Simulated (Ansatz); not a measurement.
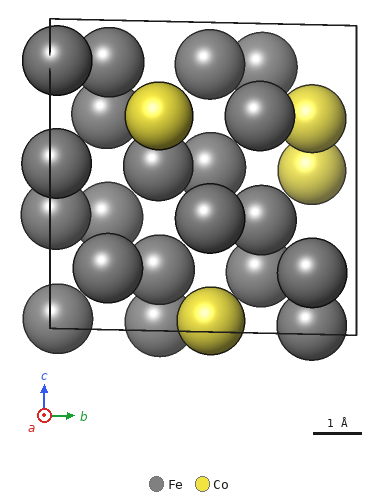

Starting frame of a dynamics run of an amorphous cell of composition Fe5Co (24 atoms in the cell). The picture is a spheres-only view of the simulation cell, seen along the a axis.

Theory: DFT PBE, scalar-relativistic, plane waves, PAW in Ansatz 0.2.0.

The input:
```yaml
crystal:
  lattice:
    - [6.585049, -0.208125, 0.114848]
    - [-0.208125, 6.463404, -0.078052]
    - [0.114848, -0.078052, 6.518422]
  atoms:
    - { symbol: Fe, position: [0.0647158693, 0.1891984875, 0.3639958993] }
    - { symbol: Fe, position: [0.8973204336, 0.8553795965, 0.1983225562] }
    - { symbol: Fe, position: [0.5633199642, 0.3534424764, 0.5326696482] }
    - { symbol: Fe, position: [0.7349049741, 0.0216846429, 0.5333643419] }
    - { symbol: Fe, position: [0.395021956, 0.5218233358, 0.8645209583] }
    - { symbol: Fe, position: [0.5611998992, 0.8539908839, 0.0285361069] }
    - { symbol: Fe, position: [0.2313286481, 0.0258357167, 0.0318125825] }
    - { symbol: Fe, position: [0.3974574882, 0.3577031914, 0.1975096105] }
    - { symbol: Fe, position: [0.7274102547, 0.1889526587, 0.1988837036] }
    - { symbol: Fe, position: [0.8946827187, 0.0237753596, 0.8658283402] }
    - { symbol: Fe, position: [0.5645012609, 0.6901063177, 0.3650442282] }
    - { symbol: Fe, position: [0.3952988118, 0.0194861251, 0.3681974194] }
    - { symbol: Fe, position: [0.2280139204, 0.6883836923, 0.1969124786] }
    - { symbol: Fe, position: [0.2304035706, 0.5248538052, 0.532042515] }
    - { symbol: Fe, position: [0.566835755, 0.1932586559, 0.8641127019] }
    - { symbol: Fe, position: [0.0649712015, 0.6929185219, 0.8593780641] }
    - { symbol: Fe, position: [0.2275324202, 0.1845581274, 0.6974182123] }
    - { symbol: Fe, position: [0.7284119406, 0.6848151619, 0.7014179754] }
    - { symbol: Fe, position: [0.8953806873, 0.5224541871, 0.3668430469] }
    - { symbol: Fe, position: [0.0565942666, 0.3585814802, 0.0292020349] }
    - { symbol: Co, position: [0.3964912442, 0.8549456606, 0.6963454422] }
    - { symbol: Co, position: [0.9000162336, 0.3557694514, 0.6944358114] }
    - { symbol: Co, position: [0.0662760027, 0.8543674008, 0.5287275699] }
    - { symbol: Co, position: [0.7271998546, 0.5248212144, 0.0359471019] }
  symmetry: { detect: false }
basis:
  ecutwfc: 320
  xc_grid: 1
kpoints:
  mp_grid: { grid: [1, 1, 1], shift: [0.25, 0.25, 0.25] }
hamiltonian:
  xc: pbe
scf:
  occupations: { method: fermi_dirac, width: 0.2258 }
  lower_state_search: "off"
  convergence: { dr2_threshold: 1.0e-05 }
output:
  forces: true
  stress: true
md:
  timestep: 3.0
  n_steps: 24
  ensemble: nvt_langevin
  friction: 0.03
  temperature: 2620.0
  initial_velocities: maxwell_boltzmann
  seed: 20714
```

Command:
```bash
ansatz run input.yaml --threads 2 --pin off --max-ram 5120MiB --backend cpu --events-out ev --progress --plain --runs-dir out
```

> What does the trajectory do?

The mean temperature in the second half is 2211 K (standard deviation 213 K). The potential energy in the second half lies on average 225 meV per atom above the first frame. The mean pressure there is −6.7 GPa. In the second half of the run the atoms are, in the root-mean-square, this far from where they began (common drift taken out): Fe 0.27 Å, Co 0.19 Å. The run lasts only 72 fs, too short to tell vibration from diffusion.

Along the run:

```tsv
time (fs)	potential energy (meV/atom)	T (K)	p (GPa)
0.0	0.0	2511	-18.9
6.0	16.7	2493	-17.9
12.0	62.0	2499	-15.2
18.0	121.5	1764	-12.7
24.0	169.7	1348	-10.6
30.0	187.0	1679	-9.3
36.0	202.1	2408	-7.6
42.0	220.2	2315	-6.7
48.0	241.8	1806	-6.2
54.0	238.0	2268	-5.8
60.0	229.9	2116	-6.6
66.0	221.8	2129	-7.1
72.0	215.3	2580	-7.1
```

The paths of the atoms, magnified 2 times:

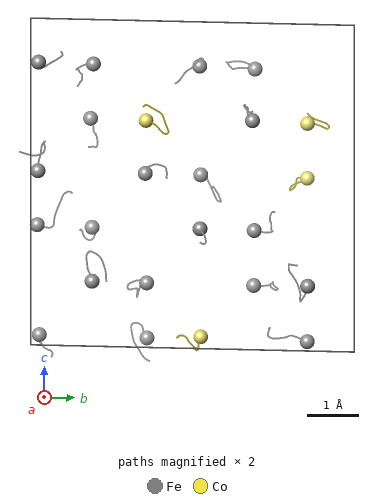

Limits of the set-up: the k-point mesh is coarse for a cell with partly filled bands; the cutoff lies below the recommended one; the periodic images lie only 6.5 Å apart, so the values are limited by the cell's size; an element that often carries a moment was run without spin polarisation.

Cost: 2.6 min on 2 threads of Intel(R) Xeon(R) Processor @ 2.50GHz (Skylake/Cascade Lake), on a shared host, peak memory 0.6 GiB.
